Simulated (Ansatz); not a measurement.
Structure (in its standard cell), the input geometry of an electronic-structure calculation (not necessarily at equilibrium):

```
CELL_PARAMETERS angstrom
3.92000 0.00000 0.00000
0.00000 3.92000 0.00000
0.00000 0.00000 3.92000
ATOMIC_POSITIONS crystal
Pt 0.00000 0.00000 0.00000
Pt 0.00000 0.50000 0.50000
Pt 0.50000 0.00000 0.50000
Pt 0.50000 0.50000 0.00000
```

**What does the kinematic electron diffraction pattern along [001] look like at 200 kV (B = 0.3 Å²)?**

The spots form a square net with both shortest vectors at d = 1.96 Å, 90.0° apart. They are 2 0 0 and 0 2 0. The pattern has symmetry 4mm. The lattice centring (F) removes all reflections that break h + k = 2n, h + l = 2n.

Strongest reflections with d > 0.80 Å, one of each family (|F|² from tabulated Gaussian fits of the electron scattering factors, times a small damping for the curvature of the Ewald sphere):

| hkl | d (Å) | I (strongest = 100) |
| --- | --- | --- |
| 2 0 0 | 1.960 | 100 |
| 2 2 0 | 1.386 | 52 |
| 4 0 0 | 0.980 | 22 |
| 4 2 0 | 0.877 | 16 |

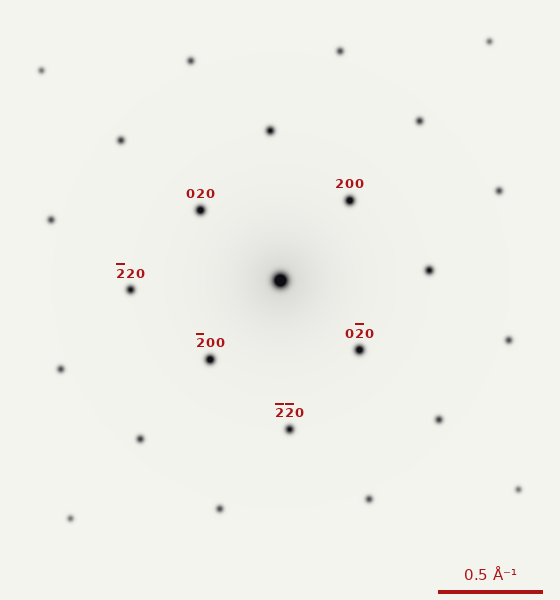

Calculated pattern, seen from the source side with [001] pointing towards the source.
